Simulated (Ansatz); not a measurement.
Ga9H24Sb9

Input file:

```
crystal:
  periodic: [false, false, false]
  atoms:
    - {symbol: Ga, position_ang: [0.000268, -5.137692, -1.562022]}
    - {symbol: Sb, position_ang: [-0.001183, -4.849881, 1.149023]}
    - {symbol: Sb, position_ang: [0.001019, -2.515792, -2.107538]}
    - {symbol: Ga, position_ang: [-2.226991, -1.286614, -1.371012]}
    - {symbol: Ga, position_ang: [0.001124, -2.488938, 2.385092]}
    - {symbol: Sb, position_ang: [-2.046448, -1.181322, 1.310496]}
    - {symbol: Sb, position_ang: [-2.174816, 1.256861, -2.110237]}
    - {symbol: Ga, position_ang: [-4.446997, 2.566471, -1.566880]}
    - {symbol: Ga, position_ang: [-2.153830, 1.246860, 2.382790]}
    - {symbol: Sb, position_ang: [-4.197477, 2.426260, 1.144492]}
    - {symbol: Ga, position_ang: [2.230061, -1.288777, -1.370457]}
    - {symbol: Sb, position_ang: [2.049679, -1.182578, 1.310993]}
    - {symbol: Sb, position_ang: [2.179886, 1.254686, -2.110276]}
    - {symbol: Ga, position_ang: [0.003143, 2.572954, -1.372685]}
    - {symbol: Ga, position_ang: [2.158871, 1.245529, 2.383578]}
    - {symbol: Sb, position_ang: [0.003024, 2.366015, 1.309125]}
    - {symbol: Ga, position_ang: [4.450201, 2.567114, -1.566942]}
    - {symbol: Sb, position_ang: [4.203686, 2.422449, 1.144454]}
    - {symbol: H, position_ang: [-1.387876, -5.768480, -1.905934]}
    - {symbol: H, position_ang: [1.388995, -5.768359, -1.903736]}
    - {symbol: H, position_ang: [-1.272109, -5.731799, 1.858637]}
    - {symbol: H, position_ang: [1.265376, -5.736780, 1.860374]}
    - {symbol: H, position_ang: [0.002030, -2.371605, -3.806195]}
    - {symbol: H, position_ang: [-3.536254, -2.042233, -1.781064]}
    - {symbol: H, position_ang: [0.000620, -2.559743, 3.946783]}
    - {symbol: H, position_ang: [-3.429590, -1.978444, 1.904536]}
    - {symbol: H, position_ang: [-2.048393, 1.182495, -3.808704]}
    - {symbol: H, position_ang: [-5.686079, 1.676996, -1.908117]}
    - {symbol: H, position_ang: [-4.300670, 4.084077, -1.910764]}
    - {symbol: H, position_ang: [-2.215632, 1.282843, 3.944351]}
    - {symbol: H, position_ang: [-5.598485, 1.772605, 1.856140]}
    - {symbol: H, position_ang: [-4.326909, 3.968675, 1.852167]}
    - {symbol: H, position_ang: [3.538695, -2.045448, -1.780919]}
    - {symbol: H, position_ang: [3.432107, -1.980704, 1.905186]}
    - {symbol: H, position_ang: [2.053903, 1.180651, -3.808712]}
    - {symbol: H, position_ang: [0.003917, 4.084133, -1.784457]}
    - {symbol: H, position_ang: [2.220657, 1.282312, 3.945285]}
    - {symbol: H, position_ang: [0.002831, 3.962907, 1.901828]}
    - {symbol: H, position_ang: [5.691571, 1.681838, -1.910849]}
    - {symbol: H, position_ang: [4.299336, 4.085026, -1.908068]}
    - {symbol: H, position_ang: [5.604067, 1.763047, 1.852277]}
    - {symbol: H, position_ang: [4.339370, 3.963087, 1.854859]}
basis:
  gaussian: {orbitals: def2-SVP, fitting: {mean_field: def2-universal-jkfit}, initial_orbitals: start.molden}
hamiltonian: {xc: pbe0, dispersion: d4}
scf: {omitted_lower_state_checks: [starts]}
output: {orbitals: {seedname: orbitals}}
```

Run with:

```sh
ansatz run in.yaml --threads 4 --pin off --events-out ev --progress --plain --max-ram 66560MiB --backend cuda --devices 0, --max-vram 37GiB
```

Geometry: r2SCAN-D4/def2-SVP; core potentials replace the inner electrons of Sb.

Computed with RKS PBE0-D4/def2-SVP (Ansatz).

What can the converged electron density and electron localisation function tell about the bonding?

Answer. Ga–Sb (2.68 Å): ρ is about 0.42 e/Å³ halfway; the ELF peaks at about 0.75 between the atoms: a covalent bond.
Ga–H (1.56 Å): ρ is about 0.99 e/Å³ halfway; the ELF climbs to about 1 towards the hydrogen.
Ga–Sb (2.68 Å): ρ at the midpoint is about 0.42 e/Å³; the ELF peaks at about 0.75 between the atoms: a covalent bond.
Sb–H (1.70 Å): ρ at the midpoint is about 1.1 e/Å³; the ELF climbs to about 1 towards the hydrogen.

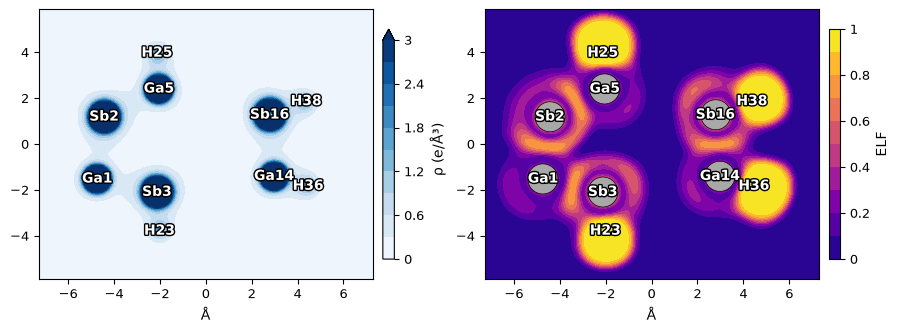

Computed electron density and electron localisation function on the plane of atoms Ga14, Sb16 and H38, in this order. Grey discs cover the atomic cores in the ELF map. 
